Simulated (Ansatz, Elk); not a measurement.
# Bonding as seen by X-rays: Ca3TlP

The structure of Ca3TlP used here is made up (a known structure type with other elements) and was relaxed beforehand with r2SCAN. The aim is the Fourier transform of its all-electron density, F(hkl), set beside the sum over free spherical atoms that refinements use.

Calculated with Elk 11.2.3 (patched build); DFT, PBE, all-electron APW+lo, Dirac cores, scalar-relativistic bands, static density, no spin.

The structure was built from a prototype and need not be the compound's stable phase.

### 1. Set-up

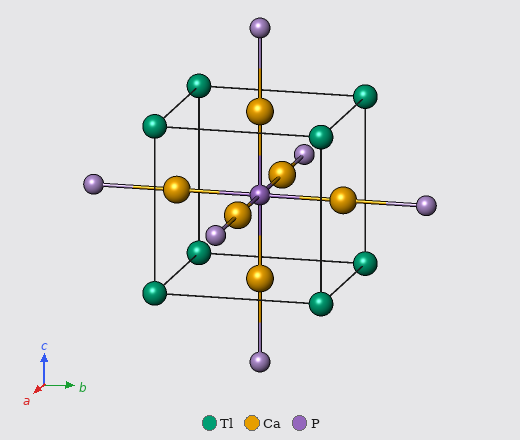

The starting structure, seen slightly off an axis (thallium teal, calcium orange, phosphorus purple). Some periodic images of atoms are drawn too.

### 2. Ground state and structure factors

An all-electron density is needed, since X-rays see the cores too. Task 0 finds the density and task 195 Fourier-transforms it; tshift is off so that phases refer to the origin typed.

The input, elk.in:

```
tasks
  0
  195

xctype
  20

spinpol
  .false.

rgkmax
  7.0

gmaxvr
  14.0

lmaxo
  7

lmaxapw
  8

swidth
  0.002

tshift
  .false.

ramdisk
  .false.

hmaxvr
  5.5

maxscl
  120

epspot
  1e-06

sppath
  './'

avec
  10.34347347556 0.00000000000 0.00000000000
  0.00000000000 10.34347347556 0.00000000000
  0.00000000000 0.00000000000 10.34347347556

atoms
  3
  'Tl.in'
  1
  -0.0000000000 0.0000000000 0.0000000000   0.000000 0.000000 0.000000
  'Ca.in'
  3
  0.0000000000 0.5000000000 0.5000000000   0.000000 0.000000 0.000000
  0.5000000000 -0.0000000000 0.5000000000   0.000000 0.000000 0.000000
  0.5000000000 0.5000000000 -0.0000000000   0.000000 0.000000 0.000000
  'P.in'
  1
  0.5000000000 0.5000000000 0.5000000000   0.000000 0.000000 0.000000

ngridk
  4 4 4
```

On the command line:

```sh
> OMP_NUM_THREADS=4 elk
```

Numbers of over 12 decimals in the logs are rounded to 6 here.

The log of the run:

```text
┌─────────────────────────┐
│ Elk code version 11.2.3 │
└─────────────────────────┘

All units are atomic (Hartree, Bohr, etc.)

┌─────────────────────────────────────────────────┐
│ Ground-state run starting from atomic densities │
└─────────────────────────────────────────────────┘

Lattice vectors :
   10.34347348       0.000000000       0.000000000
   0.000000000       10.34347348       0.000000000
   0.000000000       0.000000000       10.34347348

Reciprocal lattice vectors :
  0.6074540938       0.000000000       0.000000000
   0.000000000      0.6074540938       0.000000000
   0.000000000       0.000000000      0.6074540938

Unit cell volume      :    1106.621784
Brillouin zone volume :   0.2241508498

Muffin-tin inner radius fraction :   0.1000000000E-01

Nuclei treated as point charges

Species : 1 (Tl)
 parameters loaded from : Tl.in
 name : thallium
 nuclear charge    :   -81.00000000
 electronic charge :    81.00000000
 atomic mass :    372567.9643
 muffin-tin radius :    2.800000000
 number of radial points in muffin-tin :   1393
 inner part over the whole radius :   0.9893942913E-02
 number on inner part of muffin-tin    :   1000
 approximate nuclear radius :   0.1043008296E-03
 number of mesh points to nuclear radius :    525
 atomic positions (lattice), magnetic fields (Cartesian) :
  1 :   0.00000000  0.00000000  0.00000000    0.00000000  0.00000000  0.00000000

Species : 2 (Ca)
 parameters loaded from : Ca.in
 name : calcium
 nuclear charge    :   -20.00000000
 electronic charge :    20.00000000
 atomic mass :    73057.72475
 muffin-tin radius :    2.400000000
 number of radial points in muffin-tin :    993
 inner part over the whole radius :   0.9970789793E-02
 number on inner part of muffin-tin    :    698
 approximate nuclear radius :   0.6614485811E-04
 number of mesh points to nuclear radius :    321
 atomic positions (lattice), magnetic fields (Cartesian) :
  1 :   0.00000000  0.50000000  0.50000000    0.00000000  0.00000000  0.00000000
  2 :   0.50000000  0.00000000  0.50000000    0.00000000  0.00000000  0.00000000
  3 :   0.50000000  0.50000000  0.00000000    0.00000000  0.00000000  0.00000000

Species : 3 (P)
 parameters loaded from : P.in
 name : phosphorus
 nuclear charge    :   -15.00000000
 electronic charge :    15.00000000
 atomic mass :    56461.71230
 muffin-tin radius :    2.200000000
 number of radial points in muffin-tin :    793
 inner part over the whole radius :   0.9987340520E-02
 number on inner part of muffin-tin    :    554
 approximate nuclear radius :   0.6081821256E-04
 number of mesh points to nuclear radius :    248
 atomic positions (lattice), magnetic fields (Cartesian) :
  1 :   0.50000000  0.50000000  0.50000000    0.00000000  0.00000000  0.00000000

Total number of atoms per unit cell :    5
Total muffin-tin volume :    310.2720680
 ratio of muffin-tin to unit cell volume :   0.2803776976

Spin treatment :
 spin-unpolarised

Number of Bravais lattice symmetries :   48
Number of crystal symmetries         :   48
Crystal has inversion symmetry
Real symmetric eigensolver will be used

k-point grid :      4     4     4
k-point offset :    0.000000000       0.000000000       0.000000000
k-point set is reduced with full crystal symmetry group
Total number of k-points :       10

Muffin-tin radius times maximum |G+k| :    7.000000000
 using average radius
Maximum |G+k| for APW functions       :    2.868852459
Maximum (1/2)|G+k|²                   :    4.115157216
Maximum |G| for potential and density :    14.00000000
Constant for pseudocharge density :   10
 order of it for each species :   17  17  17
 order of it for pair densities of each species (exact exchange by exxq0 0: 18) :   13   9   7
Radial integration step length :    1

G-vector grid sizes :     48    48    48
Number of G-vectors :    51435

Maximum angular momentum used for
 APW functions            :    8
 outer part of muffin-tin :    7
 inner part of muffin-tin :    2

Total nuclear charge    :   -156.0000000
[...]
exchange                    :     -505.88569930861
 correlation                 :     -8.007345
 electron entropic           :    -0.18935577444333E-02
 total energy                :     -22673.166661689

Density of states at Fermi energy :    146.9517587
 (states/Hartree/unit cell)

Estimated indirect band gap :   0.1691183988E-02
 from k-point 4 to k-point 8
Estimated direct band gap   :   0.6217430621E-02
 at k-point 8

Charges :
 core                        :    102.0000000
 valence                     :    54.00000000
 interstitial                :    8.121989062
 muffin-tins (core leakage)
  species : 1 (Tl)
   atom 1                    :    79.29766598     (  0.3795507854E-04)
  species : 2 (Ca)
[...]
species : 3 (P)
[...]
total in muffin-tins        :    147.8780109
 total calculated charge     :    155.9993775
 total charge                :    156.0000000
 error                       :   0.6224860831E-03

RMS change in Kohn-Sham potential (target) :   0.3492020181     (  0.1000000000E-05)
Absolute change in total energy (target)   :   0.4973813156     (  0.1000000000E-03)

[... loops 3 to 13 left out ...]

┌──────────────────┐
│ Loop number : 14 │
└──────────────────┘

Energies :
 Fermi                       :     0.133374
 sum of occupied eigenvalues :     -13914.191475361
 electron kinetic            :      25915.462467631
 core electron kinetic       :      25542.099816523
 Coulomb                     :     -48073.685557702
 Coulomb potential           :     -39159.210786909
 nuclear-nuclear             :     -1539.1445274813
 electron-nuclear            :     -53931.152580308
 Hartree                     :      7396.6115500879
 Madelung                    :     -28494.080164247
 xc potential                :     -670.44315608364
 exchange                    :     -505.72526354720
 correlation                 :     -8.011620
 electron entropic           :    -0.16865144950318E-02
 total energy                :     -22671.961660482

Density of states at Fermi energy :    131.8512287
 (states/Hartree/unit cell)

Estimated indirect band gap :   0.2624554424E-02
 from k-point 8 to k-point 4
Estimated direct band gap   :   0.1835094459E-01
 at k-point 5

Charges :
 core                        :    102.0000000
 valence                     :    54.00000000
 interstitial                :    8.439215467
 muffin-tins (core leakage)
  species : 1 (Tl)
[...]
species : 2 (Ca)
[...]
species : 3 (P)
[...]
total in muffin-tins        :    147.5607845
 total calculated charge     :    155.9994394
 total charge                :    156.0000000
 error                       :   0.5605876942E-03

RMS change in Kohn-Sham potential (target) :   0.6033271163E-06 (  0.1000000000E-05)
Absolute change in total energy (target)   :   0.9564989887E-04 (  0.1000000000E-03)

Convergence targets achieved

┌──────────────────┐
│ Loop number : 15 │
└──────────────────┘

Energies :
 Fermi                       :     0.133374
 sum of occupied eigenvalues :     -13914.191479443
 electron kinetic            :      25915.462477681
 core electron kinetic       :      25542.099825490
 Coulomb                     :     -48073.685571386
 Coulomb potential           :     -39159.210802969
 nuclear-nuclear             :     -1539.1445274813
 electron-nuclear            :     -53931.152590516
 Hartree                     :      7396.6115466114
 Madelung                    :     -28494.080169901
 xc potential                :     -670.44315415507
 exchange                    :     -505.72526345292
 correlation                 :     -8.011620
 electron entropic           :    -0.16865103965815E-02
 total energy                :     -22671.961664038

Density of states at Fermi energy :    131.8508627
 (states/Hartree/unit cell)

Estimated indirect band gap :   0.2624563874E-02
 from k-point 8 to k-point 4
Estimated direct band gap   :   0.1835091835E-01
 at k-point 5

Charges :
 core                        :    102.0000000
 valence                     :    54.00000000
 interstitial                :    8.439216133
 muffin-tins (core leakage)
  species : 1 (Tl)
[...]
species : 2 (Ca)
[...]
atom 2                    :    18.18468940     ( -0.1986486993E-06)
   atom 3                    :    18.18468940     ( -0.1986486993E-06)
  species : 3 (P)
   atom 1                    :    13.45053710     (  0.3187176565E-03)
 total in muffin-tins        :    147.5607839
 total calculated charge     :    155.9994394
 total charge                :    156.0000000
 error                       :   0.5605879241E-03

┌──────────────────────────────┐
│ Self-consistent loop stopped │
└──────────────────────────────┘

Warning : core states of species 3 leak from the muffin-tin :   0.3187176565E-03

Wrote STATE.OUT
```

Wall time 35 s (4 threads of Arm Neoverse V1, shared host); peak memory 0.23 GiB; 62 s of CPU time.

SFACRHO.OUT:

```text

h k l indices transformed by vhmat matrix:
   1.000000000       0.000000000       0.000000000    
   0.000000000       1.000000000       0.000000000    
   0.000000000       0.000000000       1.000000000    

      h      k      l  multipl.   |H|            Re(F)            Im(F)           |F|

      0      0      0      1   0.0000000       156.00000      0.91519820E-16   156.00000    
      1      0      0      6  0.60745409       45.881569      0.54643337E-14   45.881569    
      0     -1     -1     12  0.85906982       70.729196      0.25396905E-14   70.729196    
     -1     -1     -1      8   1.0521414       107.17873      0.75313981E-14   107.17873    
      0      2      0      6   1.2149082       125.65171     -0.97158405E-14   125.65171    
     -1     -2      0     24   1.3583086       43.836475     -0.71725859E-14   43.836475    
      1     -1     -2     24   1.4879526       62.728873      0.32577352E-14   62.728873    
      0     -2      2     12   1.7181396       111.58909      0.52161556E-14   111.58909    
     -1      2     -2     24   1.8223623       41.668340     -0.30811418E-14   41.668340    
     -3      0      0      6   1.8223623       41.569915     -0.12538073E-13   41.569915    
      0     -1      3     24   1.9209385       58.410687     -0.20388679E-14   58.410687    
     -3      1      1     24   2.0146973       87.233156      0.19018492E-14   87.233156    
     -2     -2      2      8   2.1042827       102.04360      0.13059759E-13   102.04360    
      3      0     -2     24   2.1902069       39.540462      0.17714154E-13   39.540462    
     -1     -2      3     48   2.2728851       55.205101     -0.70929724E-14   55.205101    
      0      0      4      6   2.4298164       95.063773     -0.14161867E-13   95.063773    
     -1      0      4     24   2.5045974       37.748046      0.42019046E-15   37.748046    
     -3     -2      2     24   2.5045974       37.770920     -0.12403332E-13   37.770920
```

Elk indexes on the primitive cell of elk.in and gives |H| = 4π sin θ/λ in inverse bohr. Below, one row stands for each form hkl of the conventional cell (m members, Friedel mates merged), F is for one primitive cell and the density is static (no thermal factor). Free-atom factors are Waasmaier and Kirfel's, and R is Σm||F|−|F'||/Σm|F|.

```tsv
hkl	m	sin θ/λ (Å⁻¹)	abs F, DFT	neutral atoms	diff.
100	6	0.091	45.882	46.349	-0.468
110	12	0.129	70.729	70.454	+0.275
111	8	0.158	107.179	107.296	-0.117
200	6	0.183	125.652	125.341	+0.311
210	24	0.204	43.837	44.069	-0.232
211	24	0.224	62.729	63.066	-0.337
220	12	0.258	111.589	111.578	+0.011
221	24	0.274	41.668	41.631	+0.037
300	6	0.274	41.570	41.631	-0.061
310	24	0.289	58.411	58.569	-0.159
311	24	0.303	87.233	87.094	+0.139
222	8	0.316	102.044	102.122	-0.078
320	24	0.329	39.541	39.548	-0.008
321	48	0.342	55.205	55.304	-0.099
```

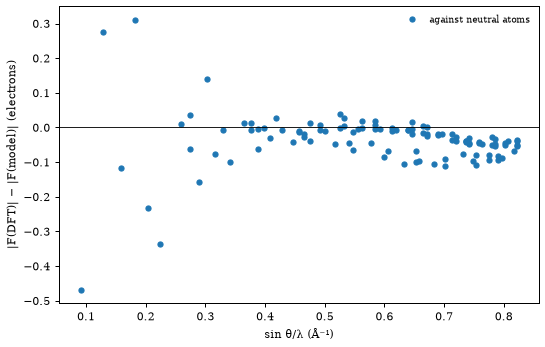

Difference between the calculated structure factors and the independent-atom ones.

### 3. The highest occupied states alone

An energy window below the Fermi level keeps the highest occupied states, to see at which angles they scatter; shallow core shells can lie inside it and anion s states outside. No new self-consistency is needed.

Edit elk.in of step 2 so:

```diff
@@ -1,3 +1,2 @@
 tasks
-  0
   195
@@ -40,2 +39,5 @@
 
+wsfac
+  -0.234120 0.433370
+
 sppath
```

On the command line:

```sh
> OMP_NUM_THREADS=4 elk
```

The log of the run:

```text
┌─────────────────────────────────┐
│ Elk code version 11.2.3 started │
└─────────────────────────────────┘

Info(readinput): the functional depends on the density's gradient
 muffin-tin radial points multiplied by    2.00000
 (not where nrmtscf is given)

┌────────────────────┐
│ Current task : 195 │
└────────────────────┘

Info(sfacrho): density structure factors written to SFACRHO.OUT

 Energy window :  -0.2341200000      0.4333700000

┌──────────────────┐
│ Elk code stopped │
└──────────────────┘
```

The job ended after 22 s (4 threads; peak memory 0.19 GiB).

States within 10 eV below the Fermi level hold 14.00 electrons; any levels below the window count with the cores. Their amplitudes can exceed the total, where window and core parts have opposite phase:

```tsv
hkl	sin θ/λ (Å⁻¹)	abs F, window	abs F, all
100	0.091	2.847	45.882
110	0.129	3.666	70.729
111	0.158	1.349	107.179
200	0.183	1.880	125.652
210	0.204	0.975	43.837
211	0.224	0.408	62.729
220	0.258	0.405	111.589
221	0.274	0.239	41.668
300	0.274	0.337	41.570
310	0.289	0.167	58.411
```

### 4. Another functional

The difference from free atoms is small, so it is set against the change that PBEsol makes.

Edit elk.in of step 3 so:

```diff
@@ -1,2 +1,3 @@
 tasks
+  0
   195
@@ -4,3 +5,3 @@
 xctype
-  20
+  22
 
@@ -39,5 +40,2 @@
 
-wsfac
-  -0.234120 0.433370
-
 sppath
```

On the command line:

```sh
> OMP_NUM_THREADS=4 elk
```

The log of the run:

```text
┌─────────────────────────┐
│ Elk code version 11.2.3 │
└─────────────────────────┘

All units are atomic (Hartree, Bohr, etc.)

┌─────────────────────────────────────────────────┐
│ Ground-state run starting from atomic densities │
└─────────────────────────────────────────────────┘

Lattice vectors :
   10.34347348       0.000000000       0.000000000
   0.000000000       10.34347348       0.000000000
   0.000000000       0.000000000       10.34347348

Reciprocal lattice vectors :
  0.6074540938       0.000000000       0.000000000
[...]
species : 1 (Tl)
[...]
species : 2 (Ca)
[...]
atom 3                    :    18.18400385     ( -0.1984206222E-06)
  species : 3 (P)
   atom 1                    :    13.43272059     (  0.3212754353E-03)
 total in muffin-tins        :    147.5401118
 total calculated charge     :    155.9994396
 total charge                :    156.0000000
 error                       :   0.5604239756E-03

┌──────────────────────────────┐
│ Self-consistent loop stopped │
└──────────────────────────────┘

Warning : core states of species 3 leak from the muffin-tin :   0.3212754353E-03

Wrote STATE.OUT
[key lines of the parts left out:]
total energy                :     -22663.342656724
```

It took 36 s on 4 threads; peak memory 0.24 GiB.

Against the first run R = 0.01 %; the largest change is -0.039 at 200.

### 5. A coarser k-mesh

About half the k-points along each axis test the sampling.

Edit elk.in of step 4 so:

```diff
@@ -5,3 +5,3 @@
 xctype
-  22
+  20
 
@@ -63,2 +63,2 @@
 ngridk
-  4 4 4
+  2 2 2
```

On the command line:

```sh
> OMP_NUM_THREADS=4 elk
```

The log of the run:

```text
┌─────────────────────────┐
│ Elk code version 11.2.3 │
└─────────────────────────┘

All units are atomic (Hartree, Bohr, etc.)

┌─────────────────────────────────────────────────┐
│ Ground-state run starting from atomic densities │
└─────────────────────────────────────────────────┘

Lattice vectors :
   10.34347348       0.000000000       0.000000000
   0.000000000       10.34347348       0.000000000
   0.000000000       0.000000000       10.34347348

Reciprocal lattice vectors :
  0.6074540938       0.000000000       0.000000000
[...]
species : 1 (Tl)
[...]
species : 2 (Ca)
[...]
atom 3                    :    18.18596280     ( -0.1986409970E-06)
  species : 3 (P)
   atom 1                    :    13.45111416     (  0.3184165776E-03)
 total in muffin-tins        :    147.5661249
 total calculated charge     :    155.9994534
 total charge                :    156.0000000
 error                       :   0.5465837494E-03

┌──────────────────────────────┐
│ Self-consistent loop stopped │
└──────────────────────────────┘

Warning : core states of species 3 leak from the muffin-tin :   0.3184165776E-03

Wrote STATE.OUT
[key lines of the parts left out:]
total energy                :     -22671.955834427
```

Wall time 32 s (4 threads); peak memory 0.24 GiB.

Against the first run R = 0.01 %; the largest change is -0.069 at 200.

### 6. Settings against the effect

```tsv
run	R against the first run (%)	R against neutral atoms, low angle (%)	wall time
PBE, rgkmax 7	0.00	0.30	35 s
PBEsol	0.01	0.29	36 s
k-mesh 2×2×2	0.01	0.31	32 s
```

### 7. What came out

| Quantity | Value |
| --- | --- |
| R against neutral atoms, sin θ/λ < 0.3 Å⁻¹ | 0.30 % |
| R against neutral atoms, 0.3 to 0.82 Å⁻¹ | 0.09 % |

**Reading.** Independent neutral atoms miss the calculated amplitudes by R = 0.30 % below 0.3 Å⁻¹ and 0.09 % from there to 0.82 Å⁻¹; by shells, 0.54 % below 0.15 Å⁻¹ (2 forms), 0.27 % 0.15 to 0.3 (8 forms), 0.07 % 0.3 to 0.45 (14 forms), 0.09 % above 0.45 (85 forms). Bonding, aspherical density and the tables' own atoms all enter these figures, and the runs don't part them. The largest change of an amplitude is -0.47 electrons, at 100. The window's part falls from 14.0 electrons at the origin to at most 0.17 between 0.45 and 0.82 Å⁻¹. Below 0.3 Å⁻¹ the changes that finished (PBEsol and k-mesh 2×2×2) move F by R = 0.03 % at most, against the 0.30 % that separates it from free atoms. The basis has no finished test. Spin-orbit coupling is left out, which can matter for elements this heavy. Part of the difference isn't bonding: the tables are fits to free atoms and ions calculated by other methods than this functional. Thermal motion, anomalous dispersion and extinction are left out.

[Logs are printed without paths, hosts, clocks, repeated set-up lines and the standing remarks that a program may print on its own settings, such as how far it seeks lower states.]

[Hosts, paths, dates, database ids (printed as entryN), source tags and the programs' standing remarks are cut or masked in the printed files.]
